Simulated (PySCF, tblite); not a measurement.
# C₄H₁₀B₂FN: geometry, infrared bands and NMR shifts

What infrared bands and NMR shifts should C₄H₁₀B₂FN (`C=C[C@H](C)BNBF`) show?

The runs use tblite 0.8.0 and PySCF 2.14.0, with density-fitted response routines of our own; the level of theory stands in each step. All values are computed, except where a source is named. Atoms count from 0, in the outputs and in this text.

## Step 1: Starting geometry

18 atoms, charge 0, multiplicity 1; geometry from: force field or distance geometry start.

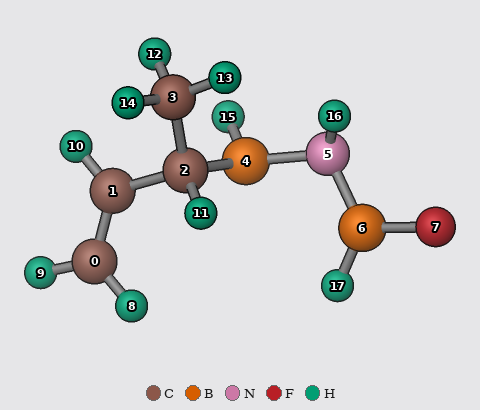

The starting geometry (carbon brown, boron orange, nitrogen pink, fluorine red, hydrogen teal), atoms numbered.

## Step 2: Relaxing the molecule with GFN2-xTB

What the job is given:

```
{"job": {"kind": "relax", "xc": "GFN2-xTB", "basis": "xTB"}, "charge": 0, "multiplicity": 1}
C     -1.858100    -1.889400     0.160600
C     -1.705700    -0.619000    -0.202300
C     -0.481900     0.151800     0.196500
C     -0.910400     1.606800     0.309500
B      0.634200    -0.024600    -0.930000
N      2.062700     0.458900    -0.639400
B      2.839800    -0.533800     0.193000
F      4.118100    -0.083500     0.730100
H     -1.105700    -2.402100     0.755400
H     -2.774600    -2.388800    -0.150700
H     -2.451000    -0.103100    -0.785600
H     -0.142200    -0.207700     1.177700
H     -1.303300     1.985000    -0.632100
H     -0.051500     2.263300     0.609700
H     -1.738100     1.724700     1.057700
H      0.255500     0.314300    -2.006400
H      2.058900     1.413600    -0.207100
H      2.544300    -1.660200     0.351600
```

Started as:

```
> OMP_NUM_THREADS=1 python probes_run.py task.json out
```

The driver reads the jobs from task.json and runs them one after another.

Log:

```text
step      E/eV     max force
  0    -647.37307    3.712
  1    -647.96219    2.332
  2    -648.28422    2.750
  3    -648.42978    1.164
  4    -648.51423    0.691
  5    -648.56320    0.869
  6    -648.61404    0.560
  7    -648.64695    0.659
  8    -648.67923    0.604
  9    -648.70376    0.546
 10    -648.72388    0.479
 11    -648.73774    0.253
 12    -648.74629    0.251
 13    -648.75486    0.306
 14    -648.76739    0.390
 15    -648.77964    0.417
 16    -648.79278    0.325
 17    -648.80432    0.258
 18    -648.82038    0.299
 19    -648.83018    0.304
 20    -648.84735    0.252
 21    -648.86359    0.315
 22    -648.88958    0.371
 23    -648.91821    0.630
 24    -648.94557    0.701
 25    -648.97633    0.814
 26    -649.01140    0.547
 27    -649.05190    0.435
 28    -649.07036    0.391
 29    -649.10154    0.292
 30    -649.11651    0.404
 31    -649.13164    0.417
 32    -649.14748    0.245
 33    -649.16052    0.217
 34    -649.16919    0.225
 35    -649.17904    0.262
 36    -649.19190    0.213
 37    -649.20197    0.249
 38    -649.21574    0.321
 39    -649.22731    0.292
 40    -649.23675    0.198
 41    -649.22808    0.563
 42    -649.24728    0.189
 43    -649.25108    0.145
 44    -649.26007    0.172
 45    -649.26242    0.158
 46    -649.27028    0.166
 47    -649.27513    0.149
 48    -649.28021    0.130
 49    -649.28285    0.098
 50    -649.28440    0.076
 51    -649.28550    0.071
 52    -649.28648    0.062
 53    -649.28723    0.056
 54    -649.28776    0.047
 55    -649.28814    0.057
 56    -649.28845    0.034
 57    -649.28870    0.031
 58    -649.28889    0.034
 59    -649.28907    0.043
 60    -649.28926    0.033
 61    -649.28946    0.033
 62    -649.28969    0.033
 63    -649.28996    0.040
 64    -649.29023    0.042
 65    -649.29044    0.037
 66    -649.29060    0.028
 67    -649.29074    0.028
 68    -649.29086    0.034
 69    -649.29097    0.026
 70    -649.29107    0.027
 71    -649.29119    0.025
 72    -649.29131    0.028
 73    -649.29142    0.027
 74    -649.29151    0.022
 75    -649.29160    0.025
 76    -649.29173    0.032
 77    -649.29189    0.037
 78    -649.29204    0.027
 79    -649.29215    0.030
 80    -649.29224    0.030
 81    -649.29234    0.029
 82    -649.29244    0.026
 83    -649.29252    0.017
 84    -649.29257    0.015
 85    -649.29262    0.022
 86    -649.29268    0.027
 87    -649.29275    0.019
 88    -649.29279    0.015
 89    -649.29282    0.016
 90    -649.29287    0.022
 91    -649.29293    0.025
 92    -649.29299    0.017
 93    -649.29304    0.017
 94    -649.29310    0.023
 95    -649.29319    0.031
 96    -649.29331    0.035
 97    -649.29342    0.025
 98    -649.29349    0.020
 99    -649.29356    0.019
100    -649.29363    0.026
101    -649.29372    0.027
102    -649.29379    0.017
103    -649.29383    0.012
104    -649.29386    0.012
105    -649.29390    0.018
106    -649.29396    0.020
107    -649.29404    0.016
108    -649.29413    0.025
109    -649.29422    0.029
110    -649.29433    0.025
111    -649.29444    0.019
112    -649.29453    0.016
113    -649.29459    0.016
114    -649.29465    0.016
115    -649.29469    0.013
116    -649.29473    0.014
117    -649.29476    0.011
118    -649.29478    0.008
```

It took 0.57 s on 1 thread of Arm Neoverse V2, shared host.

Along the way: (not every step is listed)

```csv
step,energy from step 0 (eV),largest force (eV/Å)
0,0.0000,3.7123
1,-0.5891,2.3320
2,-0.9112,2.7504
3,-1.0567,1.1638
4,-1.1412,0.6912
5,-1.1901,0.8689
6,-1.2410,0.5599
7,-1.2739,0.6588
8,-1.3062,0.6043
18,-1.4473,0.2991
28,-1.6973,0.3911
38,-1.8427,0.3210
48,-1.9071,0.1297
58,-1.9158,0.0339
68,-1.9178,0.0335
78,-1.9190,0.0273
88,-1.9197,0.0149
98,-1.9204,0.0203
108,-1.9211,0.0246
113,-1.9215,0.0164
114,-1.9216,0.0159
115,-1.9216,0.0127
116,-1.9217,0.0142
117,-1.9217,0.0111
118,-1.9217,0.0078
```

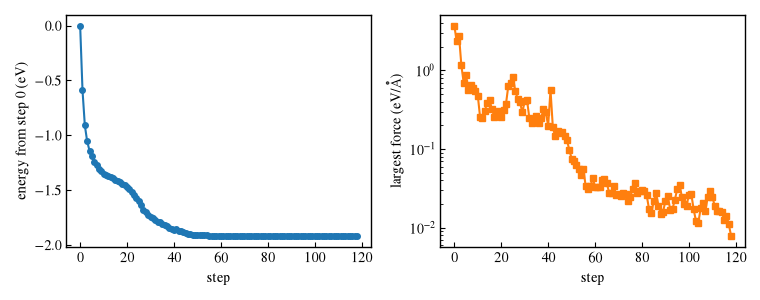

Energy and largest force along the relaxation.

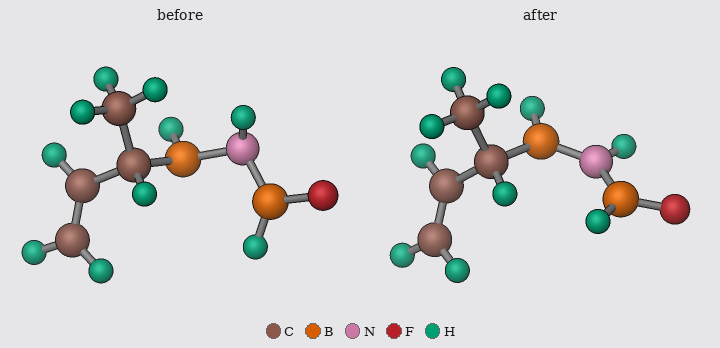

Before and after, at one scale.

Distances of close pairs at the start and the end, largest changes first:

```csv
bond,before (Å),after (Å),change (Å)
B6–F7,1.458,1.329,-0.129
B4–N5,1.536,1.413,-0.122
N5–B6,1.511,1.410,-0.101
N5–H16,1.048,1.013,-0.035
C3–H13,1.122,1.087,-0.035
C3–H14,1.122,1.088,-0.034
C2–C3,1.521,1.539,+0.018
B4–H15,1.190,1.174,-0.016
```

The final coordinates are the input of the step that follows.

## Step 3: Harmonic vibrations with GFN2-xTB

What the job is given:

```
{"job": {"kind": "ir", "xc": "GFN2-xTB", "basis": "xTB"}, "charge": 0, "multiplicity": 1}
C     -1.736036    -1.893987     0.036378
C     -1.544272    -0.642661    -0.339015
C     -0.474653     0.258912     0.205713
C     -1.094930     1.610527     0.599931
B      0.636136     0.451640    -0.921328
N      1.992732     0.110311    -0.719127
B      2.687822    -0.384148     0.403040
F      3.990671    -0.599697     0.255415
H     -1.118838    -2.360162     0.787149
H     -2.515120    -2.506571    -0.385849
H     -2.177113    -0.200264    -1.097627
H     -0.065020    -0.202921     1.105866
H     -1.509876     2.111614    -0.271452
H     -0.339930     2.256878     1.041007
H     -1.892062     1.463505     1.326163
H      0.333603     0.889596    -1.967640
H      2.598209     0.252166    -1.519025
H      2.219917    -0.608420     1.448745
```

Log:

```text
mode    cm-1     km/mol
  1     -19.5      0.08
  2      66.1      0.32
  3     109.1      0.07
  4     131.9      2.37
  5     148.5      4.12
  6     207.3      0.02
  7     262.0      0.57
  8     283.4      3.71
  9     296.3      0.74
 10     357.4      3.65
 11     465.4      0.67
 12     560.3     20.46
 13     638.6      5.85
 14     716.3      1.16
 15     749.2    177.36
 16     846.9    104.32
 17     852.2     28.73
 18     884.5     18.78
 19     917.0     12.54
 20     973.1      5.93
 21     989.5     11.08
 22    1023.1      6.88
 23    1030.5     13.67
 24    1071.7     10.09
 25    1075.3      7.62
 26    1141.3    130.88
 27    1164.9    127.55
 28    1215.9     27.15
 29    1234.9     58.34
 30    1272.5      4.39
 31    1306.1     12.25
 32    1309.6     40.98
 33    1400.1    366.82
 34    1403.8    479.16
 35    1418.6     13.51
 36    1502.9      3.98
 37    1504.9      1.89
 38    1708.3     20.62
 39    2606.0    140.13
 40    2672.0    103.27
 41    2983.9     32.46
 42    3020.3     40.29
 43    3031.8     38.40
 44    3036.9     28.30
 45    3051.9     57.04
 46    3094.6     23.11
 47    3117.4     69.24
 48    3403.3      0.08
```

It took 0.44 s on 1 thread of Arm Neoverse V2, shared host.

Which atoms move in the most intense modes:

```csv
cm⁻¹,km/mol,atoms
749,177.4,"H17 52 %, B6 33 %"
847,104.3,"H16 51 %, H15 15 %"
1141,130.9,"B6 19 %, H15 16 %, N5 11 %, C2 10 %"
1165,127.5,"C2 24 %, B6 14 %, C1 13 %"
1400,366.8,"N5 20 %, H12 16 %, H13 15 %, H14 15 %"
1404,479.2,"N5 26 %, H14 12 %, H12 12 %, H13 12 %"
2606,140.1,H15 92 %
2672,103.3,H17 92 %
```

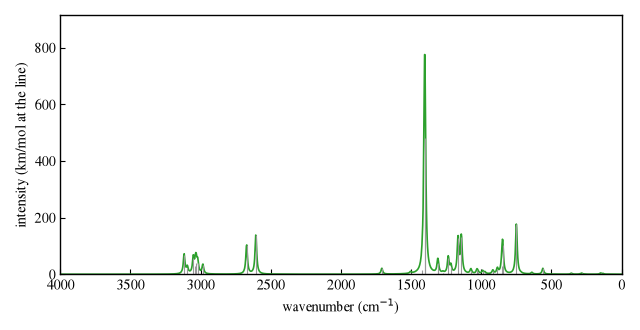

The infrared spectrum from these modes, unscaled. Lines are broadened to a width of 14 cm⁻¹ (Lorentzian).

## Step 4: NMR shieldings: PBE0/pcSseg-1

Same as in step 3 but for these lines:

```diff
@@ -1,2 +1,2 @@
-{"job": {"kind": "ir", "xc": "GFN2-xTB", "basis": "xTB"}, "charge": 0, "multiplicity": 1}
+{"job": {"kind": "nmr", "xc": "PBE0", "basis": "pcSseg-1"}, "charge": 0, "multiplicity": 1}
 C     -1.736036    -1.893987     0.036378
```

Level: GIAO PBE0/pcSseg-1 NMR shielding, non-relativistic, gas phase.

Log:

```text
coarse grid: 14864 points
cycle   1  E = -362.2592014838  dE =  7.823e-01  |g| = 6.014e-01  |ddm| = 3.585e+00
cycle   2  E = -362.2320506971  dE =  2.715e-02  |g| = 7.611e-01  |ddm| = 9.643e-01
cycle   3  E = -362.3353501070  dE = -1.033e-01  |g| = 7.280e-02  |ddm| = 5.288e-01
cycle   4  E = -362.3361848499  dE = -8.347e-04  |g| = 2.985e-02  |ddm| = 6.805e-02
cycle   5  E = -362.3363522324  dE = -1.674e-04  |g| = 7.663e-03  |ddm| = 2.358e-02
cycle   6  E = -362.3363635584  dE = -1.133e-05  |g| = 2.586e-03  |ddm| = 6.232e-03
cycle   7  E = -362.3363649968  dE = -1.438e-06  |g| = 6.019e-04  |ddm| = 2.256e-03
final grid: 143568 points
cycle   8  E = -362.3838849609  dE = -6.189e-05  |g| = 9.418e-03  |ddm| = 3.099e-02
cycle   9  E = -362.3838762201  dE =  8.741e-06  |g| = 1.126e-02  |ddm| = 1.706e-02
cycle  10  E = -362.3839063628  dE = -3.014e-05  |g| = 1.503e-03  |ddm| = 9.370e-03
cycle  11  E = -362.3839068965  dE = -5.338e-07  |g| = 3.289e-04  |ddm| = 1.278e-03
cycle  12  E = -362.3839069211  dE = -2.453e-08  |g| = 1.189e-04  |ddm| = 3.123e-04
cycle  13  E = -362.3839069241  dE = -3.017e-09  |g| = 3.096e-05  |ddm| = 1.012e-04
cycle  14  E = -362.3839069243  dE = -2.186e-10  |g| = 8.484e-06  |ddm| = 2.980e-05
converged SCF energy = -362.3839069243

GIAO shielding tensors (ppm)
atom      isotropic    diamagn.    paramagn.     s11        s22        s33       span
  0 C       67.115     254.712    -187.597    -43.669     86.927    158.089    201.758
  1 C       36.840     258.380    -221.540    -83.137     45.817    147.839    230.976
  2 C      148.864     249.111    -100.247    131.656    146.491    168.446     36.789
  3 C      168.605     247.368     -78.763    158.046    162.358    185.410     27.364
  4 B       50.365     195.901    -145.536      3.226     37.271    110.598    107.372
  5 N      108.691     319.841    -211.150    -15.266    128.447    212.892    228.158
  6 B       69.562     195.075    -125.513     43.285     73.993     91.409     48.124
  7 F      248.739     463.714    -214.975     72.750    238.421    435.046    362.296
  8 H       26.391      32.979      -6.588     23.246     25.488     30.438      7.192
  9 H       26.508      29.147      -2.639     23.631     25.272     30.620      6.989
 10 H       25.704      32.621      -6.917     23.551     24.960     28.601      5.050
 11 H       29.226      36.092      -6.865     27.443     27.824     32.412      4.969
 12 H       30.535      30.718      -0.182     26.885     28.547     36.174      9.289
 13 H       30.748      30.570       0.179     26.015     28.874     37.356     11.341
 14 H       30.501      30.018       0.483     26.630     28.265     36.608      9.978
 15 H       26.498      31.949      -5.452     24.456     26.110     28.927      4.471
 16 H       25.649      29.211      -3.562     21.510     26.482     28.954      7.444
 17 H       26.837      31.856      -5.018     23.787     27.873     28.852      5.066
```

Wall time 28 s (1 thread of Arm Neoverse V2, shared host); peak memory 0.83 GiB.

Shifts follow as δ = σ(reference) − σ, with reference shieldings (ppm) from runs at the same level and on the same kind of geometry: 1H TMS 31.72, 13C TMS 186.9, 19F CFCl3 170.9, 15N NH3 267.7, 11B BF3·OEt2 100.1. The references are single molecules in the gas phase, so shifts against H2O, NH3, PH3, H3PO4 or CFCl3 are not on the usual liquid scales and can be off by tens of ppm. Atoms listed in one row are averaged.

```csv
atoms,environment,σ (ppm),δ (ppm),δ scaled to CDCl3
C1,alkene CH,36.8,150.1,144.6
C0,terminal =CH2 carbon,67.1,119.8,115.0
C2,allylic sp3 CH bonded to B,148.9,38.1,35.2
C3,methyl carbon,168.6,18.3,16.0
H16,hydrogen on a nitrogen bonded to 2 B,25.65,6.07,–
H10,hydrogen on an alkene CH,25.70,6.01,5.77
H8,hydrogen on a terminal =CH2 carbon,26.39,5.33,5.13
H15,"hydrogen on a boron bonded to C, N",26.50,5.22,–
H9,hydrogen on a terminal =CH2 carbon,26.51,5.21,5.02
H17,"hydrogen on a boron bonded to F, N",26.84,4.88,–
H11,hydrogen on an allylic sp3 CH bonded to B,29.23,2.49,2.45
"H12, H13, H14",hydrogen on a methyl carbon,30.59,1.12,1.16
B4,"boron bonded to C, N, H",50.4,49.7,–
B6,"boron bonded to F, N, H",69.6,30.5,–
N5,"nitrogen bonded to 2 B, H",108.7,159.0,–
F7,fluorine bonded to B,248.7,-77.8,–
```

The scaled column applies a straight-line fit of computed shieldings to shifts measured in CDCl3, and one for carbons that bear F (root-mean-square error 0.16 ppm for H, 1.9 ppm for C).

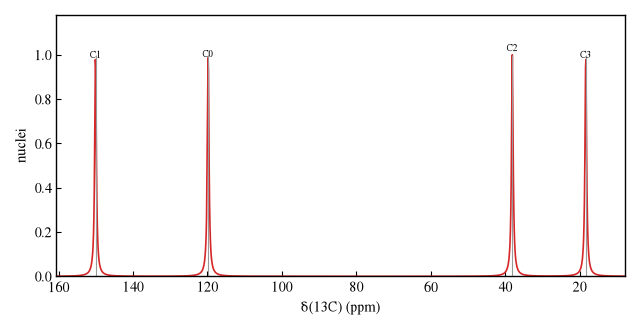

13C lines at the computed shifts, without couplings. Lines are broadened to a width of 0.53 ppm (Lorentzian).

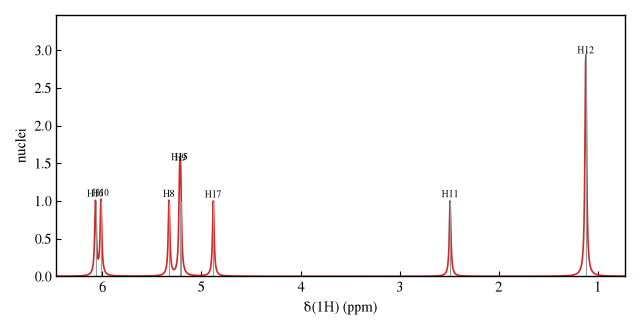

1H lines at the computed shifts, without couplings. Lines are broadened to a width of 0.02 ppm (Lorentzian).

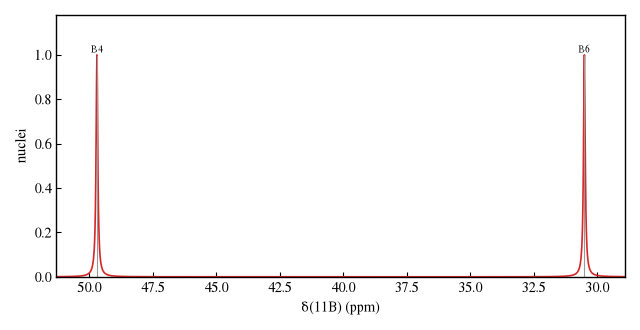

11B lines at the computed shifts, without couplings. Lines are broadened to a width of 0.08 ppm (Lorentzian).

The run also stored atomic charges by several schemes (e):

```csv
atoms,Mulliken,IAO,Hirshfeld,ESP fit
C0,-0.14,-0.33,-0.11,-0.45
C1,-0.21,-0.11,-0.03,-0.19
C2,-0.47,-0.25,-0.09,0.23
C3,-0.23,-0.40,-0.11,-0.54
B4,0.43,0.20,0.17,0.19
N5,-0.51,-0.46,-0.22,-0.52
B6,0.48,0.43,0.24,0.54
F7,-0.30,-0.32,-0.14,-0.29
```

Hirshfeld charges:

C0 -0.11; C1 -0.03; C2 -0.09; C3 -0.11; B4 0.17; N5 -0.22; B6 0.24; F7 -0.14; H8 0.04; H9 0.04; H10 0.04; H11 0.03; H12 0.04; H13 0.04; H14 0.04; H15 -0.06; H16 0.13; H17 -0.05

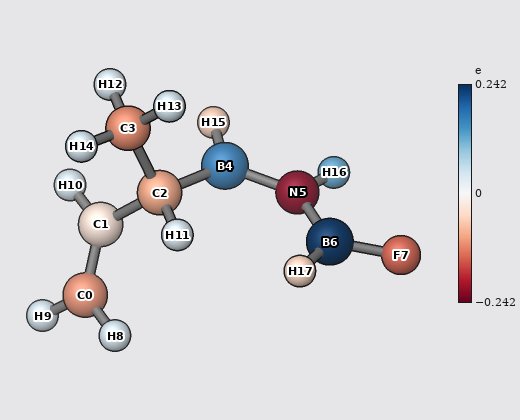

Hirshfeld charges, as colours on the atoms.

Mayer bond orders: C0–C1 1.98, C1–C2 1.00, C2–C3 1.03, C2–B4 0.91, B4–N5 1.21, N5–B6 1.17, B6–F7 1.11.

## Step 5: What came out

| quantity | value |
| --- | --- |
| strongest single infrared mode (GFN2-xTB) | 1404 cm⁻¹, 479 km/mol |
| zero-point energy (GFN2-xTB) | 89.0 kcal/mol |
| 13C shifts against TMS (PBE0/pcSseg-1) | 150.1, 119.8, 38.1, 18.3 ppm |
| 1H shifts against TMS (PBE0/pcSseg-1, means over atoms taken as alike) | 6.07, 6.01, 5.33, 5.22, 5.21, 4.88, 2.49, 1.12 ppm |
| 11B shifts against BF3·OEt2 (PBE0/pcSseg-1) | 49.7, 30.5 ppm |
| 15N shifts against NH3 (PBE0/pcSseg-1) | 159.0 ppm |
| 19F shifts against CFCl3 (PBE0/pcSseg-1) | -77.8 ppm |

In words: Relaxing lowered the energy by 1.922 eV in 118 steps; the close pair that moved most is B6–F7, from 1.458 to 1.329 Å. The lowest mode is slightly imaginary (20i cm⁻¹), a soft motion within the noise of the Hessian, so the minimum is not strictly shown. Unscaled tight-binding wavenumbers are off by several per cent, some by more. Its intensities can rank the bands wrongly. The most deshielded carbon is C1 (alkene CH), at 150.1 ppm: the olefinic region. At PBE0/pcSseg-1: The largest span, 362 ppm, is at F7, where the paramagnetic term is -215 ppm.
